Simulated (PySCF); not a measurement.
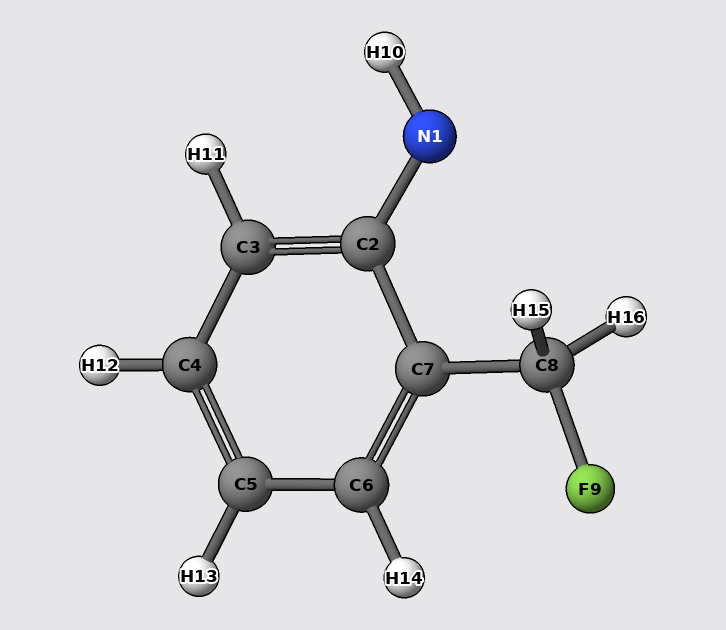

The questions are on Mulliken spin populations. The species is neutral and a spin doublet. The computed structure is the end point of a GFN2-xTB optimisation. No frequency run is at hand to confirm it as a minimum. Properties computed with UKS B3LYP, pcH-1 on C F H N, non-relativistic (PySCF 2.14.0).

Q: Which atom carries the largest spin population?

A: N1 (0.55 e).

Q: Which atom has the lowest spin population?

A: C2, C6 (−0.16 e); a negative value comes from spin polarisation.

List the Mulliken spin populations.

```csv
atom,value (e)
N1,0.55
C2,−0.16
C3,0.29
C4,−0.15
C5,0.36
C6,−0.16
C7,0.30
C8,−0.02
F9,0.00
H10,−0.02
H11,−0.01
H12,0.01
H13,−0.02
H14,0.01
H15,0.01
H16,0.01
```

Mulliken values depend strongly on the basis set.
